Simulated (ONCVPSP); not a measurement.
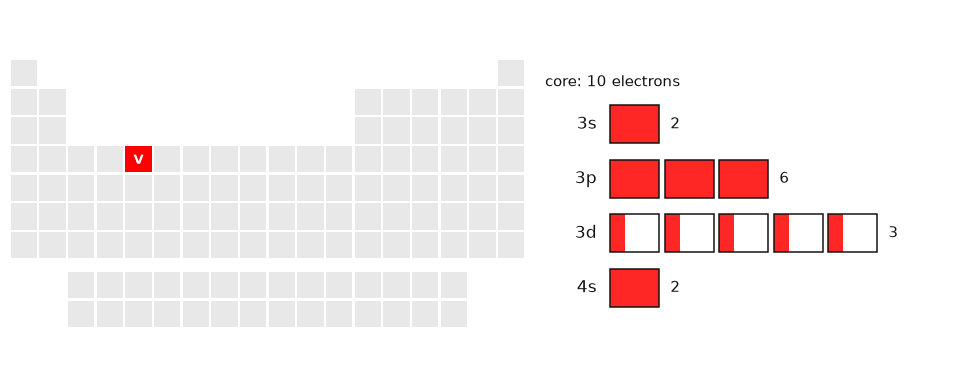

**Figure 1.** Left, the place of vanadium in the periodic table; right, the valence shells of the reference configuration: a box for each of the 2l + 1 orbitals, shaded by the share of the shell that is filled, with the electron count at the right.

# Pseudopotential generation, with input and output: V

- system: vanadium (V, Z = 23), core [Ne], reference valence 3s2 3p6 3d3 4s2, valence charge 13.
- method: ONCV potential, PBE, scalar-relativistic, made with ONCVPSP 4.0.1

**The input**
```
# ATOM AND REFERENCE CONFIGURATION
# atsym  z   nc   nv     iexc    psfile
  V 23.00    3    4        4      upf
#
#   n    l    f
    1    0    2.00
    2    0    2.00
    2    1    6.00
    3    0    2.00
    3    1    6.00
    3    2    3.00
    4    0    2.00
#
# PSEUDOPOTENTIAL AND OPTIMIZATION
# lmax
    2
#
#   l,   rc,      ep,       ncon, nbas, qcut
    0    1.50    0.00    4    7    7.90
    1    1.40    0.00    5   10    9.00
    2    1.35    0.00    4    9   12.20
#
# LOCAL POTENTIAL
# lloc, lpopt,  rc(5),   dvloc0
    4    5    1.20    0.00
#
# VANDERBILT-KLEINMAN-BYLANDER PROJECTORs
# l, nproj, debl
    0    2    1.50
    1    2    1.10
    2    3    3.20
#
# MODEL CORE CHARGE
# icmod, fcfact, rcfact
    3    3.75    1.15
#
# LOG DERIVATIVE ANALYSIS
# epsh1, epsh2, depsh
   -4.00    5.00    0.02
#
# OUTPUT GRID
# rlmax, drl
    6.00    0.01
#
# TEST CONFIGURATIONS
# ncnf
    4
# nvcnf
#   n    l    f
    4
    3    0    2.00
    3    1    6.00
    3    2    3.00
    4    0    1.00
#
    4
    3    0    2.00
    3    1    6.00
    3    2    3.00
    4    0    0.00
#
    4
    3    0    2.00
    3    1    6.00
    3    2    2.00
    4    0    0.00
#
    4
    3    0    2.00
    3    1    6.00
    3    2    1.00
    4    0    0.00
#
```

Run as:
```bash
oncvpsp.x < V.dat > V.out
```

**The program's output (extracts)**
```
ONCVPSP  (Optimized Norm-Conservinng Vanderbilt PSeudopotential)
scalar-relativistic version 4.0.1

#   n    l    f        energy (Ha)
    1    0    2.00    -1.9714807E+02
    2    0    2.00    -2.2146619E+01
    2    1    6.00    -1.8490726E+01
    3    0    2.00    -2.5811052E+00
    3    1    6.00    -1.6184864E+00
    3    2    3.00    -1.8979533E-01
    4    0    2.00    -1.7280409E-01

Reference configufation results
  iterations    26
  all-electron total energy (Ha)   -9.49005210D+02

Begin loop to  construct optimized pseudo wave functions
and semi-local pseudopoentials for all angular momenta

Calculating optimized projector #   1

 for l=   0

    Fraction of norm inside rc  0.926551
    Optimizing pswf for qcut=   7.91 a_B^-1,  ecut=  31.28 Ha
    Residual kinetic energy error=  5.37D-06 Ha

    Energy error per electron        Cutoff
         Ha          eV             Ha
         0.01000     0.27211       15.52
         0.00100     0.02721       21.96
         0.00010     0.00272       26.38
         0.00001     0.00027       30.44

Calculating optimized projector #   2

 for l=   0

    Fraction of norm inside rc  0.038966
    Optimizing pswf for qcut=   7.91 a_B^-1,  ecut=  31.28 Ha
    Residual kinetic energy error=  4.55D-06 Ha

    Energy error per electron        Cutoff
         Ha          eV             Ha
         0.01000     0.27211        5.39
         0.00100     0.02721       18.59
         0.00010     0.00272       24.95
         0.00001     0.00027       29.77

WARNING wellstate: negative energy specified for n= 4 l=  1
WARNING scattering state with energy  0.25000000
WARNING will be used for the first projector

   Wellstate for l =  1  n =  4
     eigenvalue =   0.2500
     asymptotic potential =   0.7500
     half-point radius =  3.4566

Calculating optimized projector #   1

 for l=   1

    Fraction of norm inside rc  0.840373
    Optimizing pswf for qcut=   9.01 a_B^-1,  ecut=  40.61 Ha
    Residual kinetic energy error=  1.66D-06 Ha

    Energy error per electron        Cutoff
         Ha          eV             Ha
         0.01000     0.27211       17.65
         0.00100     0.02721       22.68
         0.00010     0.00272       27.03
         0.00001     0.00027       30.64

Calculating optimized projector #   2

 for l=   1

    Fraction of norm inside rc  0.067538
    Optimizing pswf for qcut=   9.01 a_B^-1,  ecut=  40.61 Ha
    Residual kinetic energy error=  9.17D-07 Ha

    Energy error per electron        Cutoff
         Ha          eV             Ha
         0.01000     0.27211       14.25
         0.00100     0.02721       19.87
         0.00010     0.00272       24.64
         0.00001     0.00027       28.51

   Wellstate for l =  2  n =  5
     eigenvalue =   3.0102
     asymptotic potential =   3.5102
     half-point radius =  2.9017

   Wellstate for l =  2  n =  6
     eigenvalue =   6.2102
     asymptotic potential =   6.7102
     half-point radius =  2.7244

Calculating optimized projector #   1

 for l=   2

    Fraction of norm inside rc  0.560390
    Optimizing pswf for qcut=  12.19 a_B^-1,  ecut=  74.28 Ha
    Residual kinetic energy error=  3.54D-07 Ha

    Energy error per electron        Cutoff
         Ha          eV             Ha
         0.01000     0.27211       41.58
         0.00100     0.02721       51.80
         0.00010     0.00272       59.62
         0.00001     0.00027       65.92

Calculating optimized projector #   2

 for l=   2

    Fraction of norm inside rc  0.099182
    Optimizing pswf for qcut=  12.19 a_B^-1,  ecut=  74.28 Ha
    Residual kinetic energy error=  2.81D-06 Ha

    Energy error per electron        Cutoff
         Ha          eV             Ha
         0.01000     0.27211       44.75
         0.00100     0.02721       55.69
         0.00010     0.00272       63.96
         0.00001     0.00027       70.52

Calculating optimized projector #   3

 for l=   2

    Fraction of norm inside rc  0.107147
    Optimizing pswf for qcut=  12.19 a_B^-1,  ecut=  74.28 Ha
    Residual kinetic energy error=  2.26D-05 Ha

    Energy error per electron        Cutoff
         Ha          eV             Ha
         0.01000     0.27211       50.82
         0.00100     0.02721       61.46
         0.00010     0.00272       69.56
         0.00001     0.00027       81.34

Construct Vanderbilt / Kleinmman-Bylander projectors

B matrix Hermiticity error, ll=   0
   1   2    1.7034E-04

  Orthonormal projector coefficients  8.6771E+00  1.4173E+00

B matrix Hermiticity error, ll=   1
   1   2    1.6998E-04

  Orthonormal projector coefficients  1.5265E+00 -5.2917E-01

B matrix Hermiticity error, ll=   2
   1   2   -2.2864E-04
   1   3    2.3870E-04
   2   3    1.7920E-04

  Orthonormal projector coefficients -1.1654E+01 -4.6357E+00 -7.9298E-01

Model core correction analysis
  based on d2Exc/dn_idn_j

d2excae - all-electron derivatives

   -4.227497D-02   -3.876407D-02   -2.589842D-02   -2.153455D-03
   -3.876444D-02   -3.676622D-02   -2.579841D-02   -2.612271D-03
   -2.589901D-02   -2.579875D-02   -2.354858D-02   -8.788822D-03
   -2.153157D-03   -2.611729D-03   -8.786325D-03   -2.997339D-02

d2excps - pseudofunction derivatives with no core correction

   -4.671346D-02   -3.997352D-02   -2.790230D-02   -2.594608D-03
   -3.997455D-02   -3.830508D-02   -2.832988D-02   -2.706286D-03
   -2.790293D-02   -2.833023D-02   -2.508896D-02   -8.876894D-03
   -2.594496D-03   -2.705749D-03   -8.874405D-03   -3.000734D-02

rms 2nd derivative error    1.743557E-03

rmatch, rhocmatch    0.4944   22.7079

Teter function model core charge with specified parameters

d2excps - pseudofunction derivatives with core correction

   -4.106225D-02   -3.860634D-02   -2.757992D-02   -2.158586D-03
   -3.860641D-02   -3.771868D-02   -2.814268D-02   -2.596474D-03
   -2.758032D-02   -2.814304D-02   -2.502294D-02   -8.848233D-03
   -2.158275D-03   -2.595935D-03   -8.845745D-03   -2.997408D-02

rms 2nd derivative error    1.152569E-03

Pseudoatom total energy  -71.561237

Diagnostic tests using Vanderbilt-Kleinman-Bylander pseudopotentials
  1 or more projectors used as specified by nproj input data

   l    rcore       rmatch      e in        delta e   norm test  slope test

   0   1.5041123   1.5497804  -2.5811052   0.0000014   1.0001273   1.0001222
   0   1.5041123   1.5497804  -0.1728041   0.0000033   1.0000368   1.0000305

   1   1.4083236   1.4510834  -1.6184864  -0.0000257   1.0001575   1.0001614
   1   1.4083236   1.4510834   0.2500000  -0.0000631   1.0001630   1.0001630

   2   1.3505684   1.3915746  -0.1897953  -0.0000027   1.0000760   1.0000641
   2   1.3505684   1.3915746   3.0102047   0.0000618   1.0002422   1.0002422
   2   1.3505684   1.3915746   6.2102047   0.0001517   1.0003830   1.0003830

 Testing for bound ghosts
   n   l    E NL Schr. Eq   E Basis Diag.   E Cutoff

   1   0       -2.581104       -2.581101     83.89
   2   0       -0.172801       -0.057464     83.89

   2   1       -1.618512       -1.618426    252.41

   3   2       -0.189798       -0.175549    303.59

 Testing for highly-localized positive-energy ghosts
       l    <radius>/rc     E Basis Diag.   E Cutoff

Test configuration 0

   n   l     f        eae           eps        diff
   1   0  2.0000 -197.14807409
   2   0  2.0000  -22.14661950
   2   1  6.0000  -18.49072643
   3   0  2.0000   -2.58110520   -2.58110376    1.45D-06
   3   1  6.0000   -1.61848644   -1.61851214   -2.57D-05
   3   2  3.0000   -0.18979533   -0.18979799   -2.66D-06
   4   0  2.0000   -0.17280409   -0.17280078    3.31D-06

    Total energies and differences
      AE_ref= -9.49005210D+02  AE_tst= -9.49005210D+02  dif=  0.00D+00
      PS_ref= -7.15612370D+01  PS_tst= -7.15612370D+01  dif=  2.70D-13
      PSP excitation error= -2.70D-13

Test configuration 1

   n   l     f        eae           eps        diff
   1   0  2.0000 -197.43076835
   2   0  2.0000  -22.42319692
   2   1  6.0000  -18.76782757
   3   0  2.0000   -2.86038284   -2.86052687   -1.44D-04
   3   1  6.0000   -1.89813177   -1.89820004   -6.83D-05
   3   2  3.0000   -0.46424935   -0.46435908   -1.10D-04
   4   0  1.0000   -0.40059060   -0.40057414    1.65D-05

    Total energies and differences
      AE_ref= -9.49005210D+02  AE_tst= -9.48720952D+02  dif=  2.84D-01
      PS_ref= -7.15612370D+01  PS_tst= -7.12769658D+01  dif=  2.84D-01
      PSP excitation error= -1.41D-05

Test configuration 2

   n   l     f        eae           eps        diff
   1   0  2.0000 -197.76674271
   2   0  2.0000  -22.75059963
   2   1  6.0000  -19.09595418
   3   0  2.0000   -3.18898994   -3.18951283   -5.23D-04
   3   1  6.0000   -2.22640120   -2.22661481   -2.14D-04
   3   2  3.0000   -0.78337509   -0.78368300   -3.08D-04

    Total energies and differences
      AE_ref= -9.49005210D+02  AE_tst= -9.48195594D+02  dif=  8.10D-01
      PS_ref= -7.15612370D+01  PS_tst= -7.07515852D+01  dif=  8.10D-01
      PSP excitation error= -3.60D-05

Test configuration 3

   n   l     f        eae           eps        diff
   1   0  2.0000 -198.41992404
   2   0  2.0000  -23.43183050
   2   1  6.0000  -19.77479297
   3   0  2.0000   -3.81433292   -3.81588352   -1.55D-03
   3   1  6.0000   -2.84044788   -2.84049040   -4.25D-05
   3   2  2.0000   -1.35808365   -1.35685544    1.23D-03

    Total energies and differences
      AE_ref= -9.49005210D+02  AE_tst= -9.47133633D+02  dif=  1.87D+00
      PS_ref= -7.15612370D+01  PS_tst= -6.96898682D+01  dif=  1.87D+00
      PSP excitation error=  2.08D-04

Test configuration 4

psatom: WARNING lschvkbb convergence error n,l,iter=   3   2   3
ea(ii),et,emin,emax -1.897980E-01 -2.087778E-01 -2.087778E-01 -2.087778E-01
run_config: WARNING for fully non-local PS atom, stg. 1
 WARNING no output for configuration 5
```

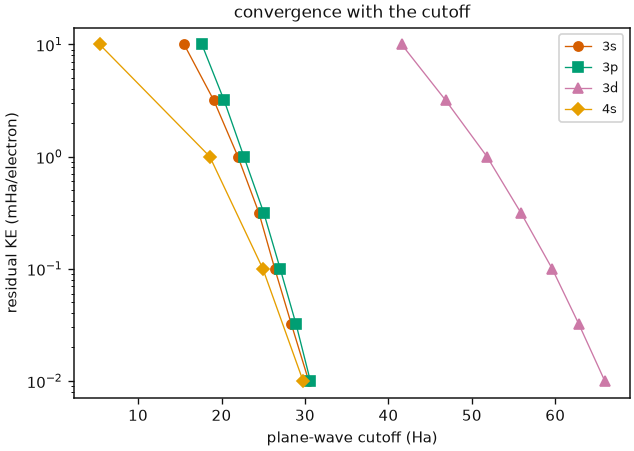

**Figure 2.** Residual kinetic energy of the pseudo-waves (the first of each channel, and further valence shells) beyond the plane-wave cutoff, as the generator prints it.

- Cutoffs for 1 mHa per electron: 3d: 52 Ha; 3p: 23 Ha; 3s: 22 Ha; 4s: 19 Ha.
- Cutoffs for the occupied states: 52 Ha for 1 mHa and 60 Ha for 0.1 mHa per electron. The first is set by 3d.
- Hardest wave at 1 mHa per electron: 3d, with rc = 1.35 bohr and qcut = 12.2 1/bohr. The optimisation minimises, but can't always remove, the kinetic energy above qcut²/2 = 74.4 Ha, and a larger rc would as a rule soften the wave at some cost in transferability.

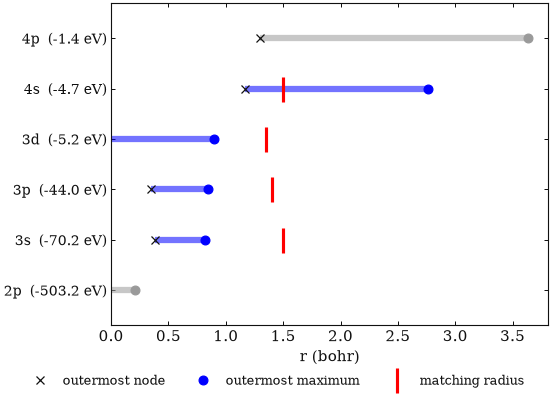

**Figure 3.** Outer shells of the all-electron reference atom: each bar runs from the outermost node (or the nucleus) to the outermost maximum of u(r); the tick is the radius chosen for the pseudo-wave. Shells without a tick have no pseudo-wave of their own. Levels, nodes and maxima are from ld1.x, scalar-relativistic.

- Radii against the shells: 3s: 1.50 bohr, outside the maximum; 3p: 1.40 bohr, outside the maximum; 3d: 1.35 bohr, outside the maximum; 4s: 1.50 bohr, between node and maximum.

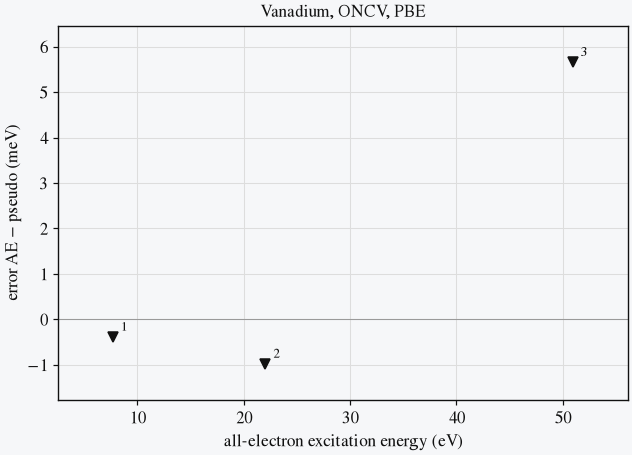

**Figure 4.** Errors, all-electron minus pseudo, of the energies of valence configurations relative to the unpolarised reference 3s2 3p6 3d3 4s2. Points: 1 = 3s2 3p6 3d3 4s1; 2 = 3s2 3p6 3d3 4s0; 3 = 3s2 3p6 3d2 4s0. Not all tests gave a result: 1 of 4 tests not solved.

- Worst configuration: 3s2 3p6 3d2 4s0 (charge +3): the error is +5.7 meV on an all-electron energy of +50.93 eV relative to the reference, or 0.011 %.
- Errors in meV: 3s2 3p6 3d3 4s1: -0.4; 3s2 3p6 3d3 4s0: -1.0; 3s2 3p6 3d2 4s0: +5.7.

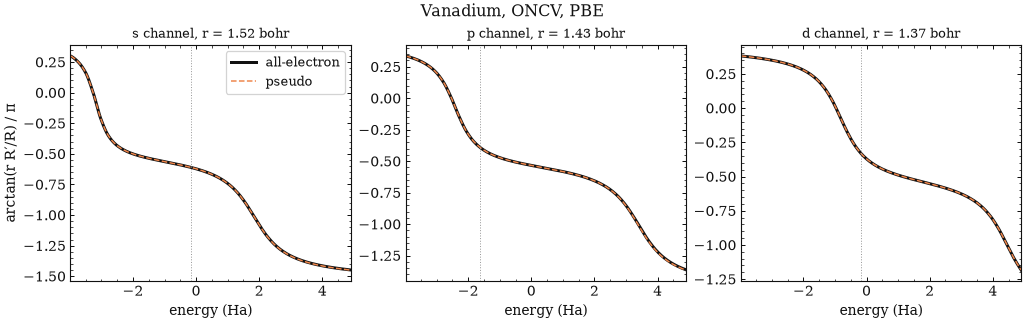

**Figure 5.** Unwrapped phase arctan(r R′/R) in units of π against energy, all-electron (solid) and pseudo (dashed); the pseudo phase is matched to the all-electron one at the reference energy. Here R(r) is the radial function. The dotted line marks the reference energy of the channel. Not drawn: f: not judged.

- Range over which the phases agree within 0.05 rad: s: over the whole range drawn; p: over the whole range drawn; d: over the whole range drawn.
- Poles, where the radial function vanishes at the test radius: s: all-electron at -2.0 Ha, pseudo at -2.0 Ha; p: all-electron at -0.6 Ha, pseudo at -0.6 Ha; d: all-electron at 1.1 Ha, pseudo at 1.1 Ha.
- Ghost states: the plot shows none: the two phases stay within 0.02 rad of each other in all channels drawn. The separate test gives: no bound ghost flagged; no localised positive-energy state flagged.

**Results in brief**

- outcome: generated
- cutoffs needed: 52 Ha and 60 Ha (the cutoffs at which the residual kinetic energy of the hardest occupied pseudo-wave falls to 1 and 0.1 mHa per electron)
- ghost test: no bound ghost flagged; no localised positive-energy state flagged
- configuration tests: 1 of 4 tests not solved
- rms error of d²Exc/dni dnj: 1.74 mHa without and 1.15 mHa with the model core
- largest excitation error among the tests solved: +5.7 meV (all-electron minus pseudo) for 3s2 3p6 3d2 4s0
- range over which the phases arctan(r R′/R) at the test radius agree within 0.05 rad (a looser test near the poles than one of phase shifts): s: over the whole range computed; p: over the whole range computed; d: over the whole range computed; f: not judged, local potential alone
- hardware: 1 CPU thread, shared host
- wall time: 3.2 s

**Notes**

Warnings of the program, in the generation or the tests: wellstate: negative energy specified for n= 4 l= 1; psatom: WARNING lschvkbb convergence error n,l,iter= 3 2 3.
